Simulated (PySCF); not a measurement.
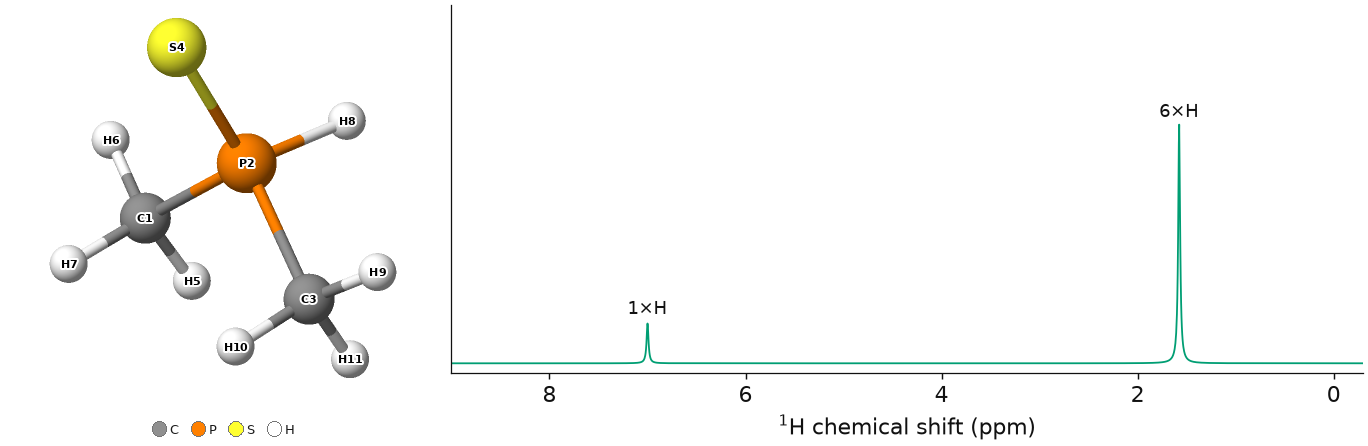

Spectrum and numbered structure of C₂H₇PS, SMILES C[PH](C)=S. GIAO shifts, PBE0/pcSseg-1 (IEF-PCM acetonitrile) with PySCF 2.14.0, at a PBE0-D3(BJ)/def2-SVP geometry (no frequency check), against TMS for ¹H computed at the same level. fully decoupled, line heights follow the number of nuclei, widths are arbitrary (no quadrupolar broadening); values of one conformer, averaged over methyl-type rotors and exact or near symmetry.

> Which atoms give which ¹H line?

```
δ (ppm)  nuclei                     atoms
   7.00       1                        H8
   1.58       6  H5, H6, H7, H9, H10, H11
```
